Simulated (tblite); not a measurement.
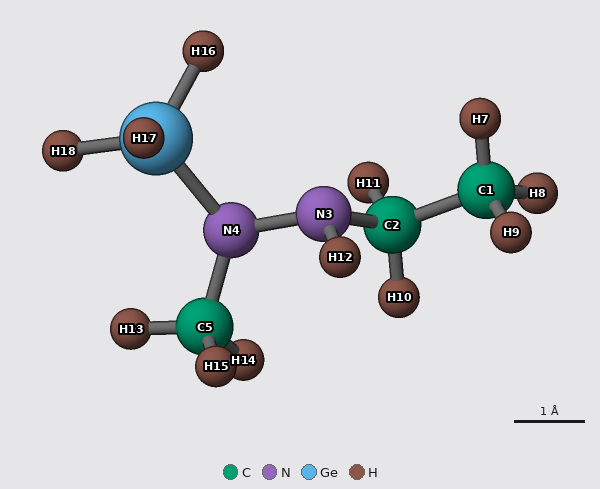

**Figure 1.** The input geometry (ball-and-stick view, seen at a tilt; atoms are numbered from 1 in the order of the input). Sticks mark near contacts. Bond lengths as drawn: C–C 1.52 Å, C–H 1.09 to 1.10 Å, C–N 1.45 to 1.46 Å, Ge–H 1.49 to 1.51 Å, Ge–N 1.82 Å, H–N 1.02 Å and N–N 1.42 Å.

# Frequency calculation of C$_{3}$H$_{12}$GeN$_{2}$

The run: frequency calculation of C$_{3}$H$_{12}$GeN$_{2}$, SMILES CCN[N](C)[GeH3]. Method and program: GFN2-xTB harmonic vibrations, gas phase (tblite 0.8.0).

### Input file
```
{"job": {"kind": "ir", "xc": "GFN2-xTB", "basis": "xTB"}, "charge": 0, "multiplicity": 1}
C      2.689393    -0.126924     0.134852
C      1.364599    -0.072782    -0.612435
N      0.266655    -0.117233     0.343650
N     -0.997563     0.148470    -0.240541
C     -1.600563    -0.949833    -0.960961
Ge    -1.910008     1.320979     0.817070
H      2.737073     0.677998     0.863019
H      3.517391    -0.024379    -0.561315
H      2.793087    -1.074288     0.660094
H      1.321481    -0.890450    -1.349220
H      1.270636     0.874865    -1.148116
H      0.259975    -1.026876     0.811569
H     -2.596603    -0.640376    -1.272827
H     -1.016654    -1.193405    -1.852827
H     -1.690845    -1.856791    -0.346882
H     -0.957396     2.446732     1.008652
H     -2.317551     0.788778     2.168667
H     -3.141865     1.721832     0.065910
```

The first line tells a small driver script what to run in tblite; the rest is the geometry in Å.

Run as:
```bash
OMP_NUM_THREADS=1 python <driver script> task.json out
```

### Log
```
mode    cm-1     km/mol
  1      60.5      0.18
  2      78.9      1.41
  3      91.3      1.46
  4     138.7      3.15
  5     194.4      1.59
  6     212.3      1.91
  7     228.0      0.74
  8     292.1      3.57
  9     341.2     12.15
 10     385.7      2.05
 11     519.8    103.44
 12     572.9    110.52
 13     620.8     42.61
 14     755.8    287.64
 15     804.1    149.30
 16     826.5     75.13
 17     847.3     55.64
 18     854.3    136.73
 19     943.2     15.19
 20     996.3     24.05
 21    1086.0      1.25
 22    1097.6      4.04
 23    1123.3     12.76
 24    1143.3      8.93
 25    1146.1     11.74
 26    1202.6      1.51
 27    1251.0      4.66
 28    1327.0      8.92
 29    1399.5      9.02
 30    1404.9      5.54
 31    1411.2      0.50
 32    1475.6      2.44
 33    1487.4      1.87
 34    1490.6      2.66
 35    1499.7      1.81
 36    1503.8      6.79
 37    1906.5    311.23
 38    2012.1    415.74
 39    2106.8    400.86
 40    2844.7     88.26
 41    2865.6     81.71
 42    2950.3     71.27
 43    2975.7     26.16
 44    3009.1     29.93
 45    3028.5     44.85
 46    3045.1     34.26
 47    3051.3     24.37
 48    3216.8     36.62
```

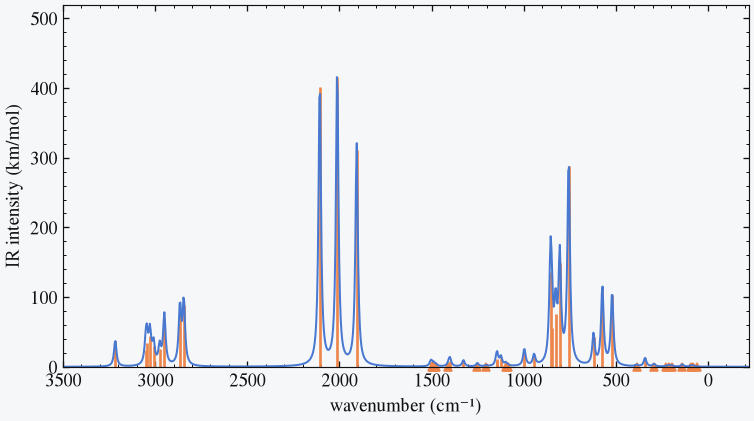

**Figure 2.** Harmonic infrared spectrum, unscaled: sticks (degenerate modes added up, dark ones marked on the axis) with a Lorentzian envelope of 16 cm⁻¹ full width, scaled to the tallest stick. 48 modes from 60 to 3217 cm⁻¹, none imaginary. The strongest line is at 2012 cm⁻¹ (416 km/mol).

### Results in brief

| quantity | value |
| --- | --- |
| outcome | converged |
| total energy | −551.7659 eV |
| zero-point energy | 91.2440 kcal/mol |
| hardware | 1 CPU thread, shared host |
| wall time | 0.85 s |
| peak memory | 0.18 GiB |
